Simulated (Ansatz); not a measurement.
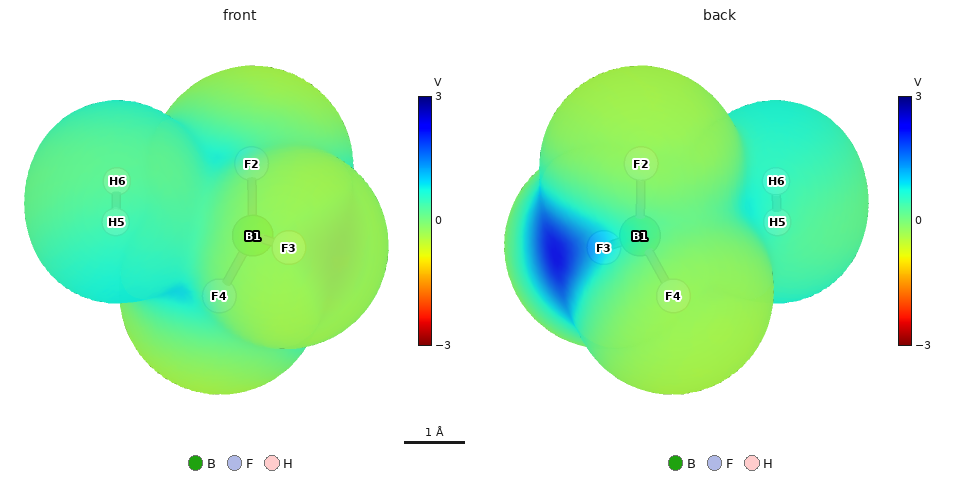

BF3···H2. The electrostatic potential painted on the density surface at 0.001 e/bohr³, seen from the front and from behind; the colour scale runs from red (negative) to blue (positive).

The calculation used RKS PBE0-D4/def2-SVPD (Ansatz).

```xyz
6

B    -0.0065    0.4013    0.0459
F    -0.0142    0.8402    1.2854
F     1.1347    0.2295   -0.5832
F    -1.1410    0.1645   -0.5741
H     0.0793   -2.2283    0.6299
H     0.0591   -1.9331    1.3304
```

> Where is the surface potential most negative and most positive?

The most negative region (about −0.4 V, or −9 kcal/mol for a unit charge) lies over F2, F3 and F4, the most positive (about +2.1 V, or +48 kcal/mol for a unit charge) over B1.
